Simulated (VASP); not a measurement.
Given:

```yaml
crystal:
  lattice:
    - [1.36880, -2.37083, 0.00000]
    - [1.36880, 2.37083, 0.00000]
    - [0.00000, 0.00000, 4.31283]
  atoms:
    - { symbol: Os, position: [0.33333, 0.66667, 0.25000] }
    - { symbol: Os, position: [0.66667, 0.33333, 0.75000] }
```

Computed with r2SCAN+rVV10, VASP's PBE PAW potentials (set 64) (plane waves; VASP). Run with 520 eV cut-off, 17×17×10 Γ-centred mesh, tetrahedra with Blöchl corrections, potentials Os.

Unless said otherwise, spin-orbit coupling is left out, though it shifts the bands of the heavy elements here.

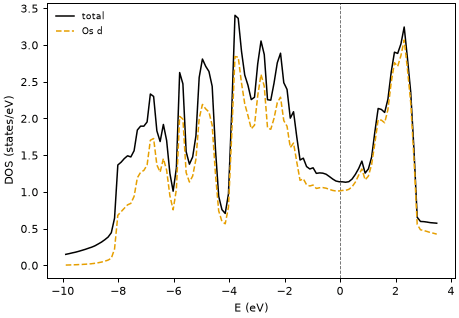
Total and projected density of states, zero at the Fermi level

Within 2 eV below the Fermi level the largest weight inside VASP's projection spheres is Os d.

It has no gap at this level: it comes out as a metal or semimetal.

The compound is Os in the hcp structure. It was relaxed first.
